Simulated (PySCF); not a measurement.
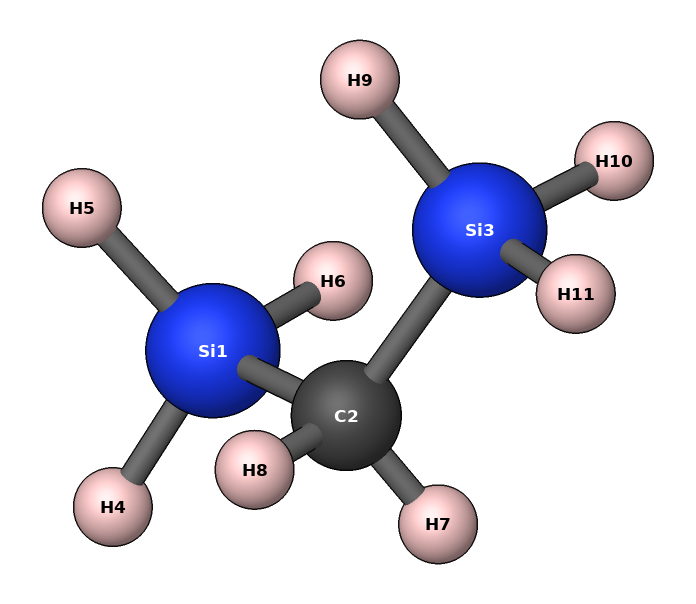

The questions are on isotropic NMR shieldings of the H atoms. The geometry was computed by an optimisation with PBE0-D3(BJ)/def2-SVP. No frequency run is at hand to confirm it as a minimum. Properties computed with GIAO PBE0/6-31G* NMR shielding, non-relativistic, gas phase (PySCF 2.14.0).

Which H atom is the most shielded (lowest chemical shift)?

H7, H8 (32.34 to 32.35 ppm).

Which H atom is the least shielded (highest chemical shift)?

H4, H11 (27.66 ppm).

How wide is the range of H shifts?

4.69 ppm.

Give the isotropic NMR shieldings of the H atoms atom by atom.

```tsv
atom	σ (ppm)
H4	27.66
H5	27.80
H6	27.80
H7	32.34
H8	32.35
H9	27.81
H10	27.80
H11	27.66
```
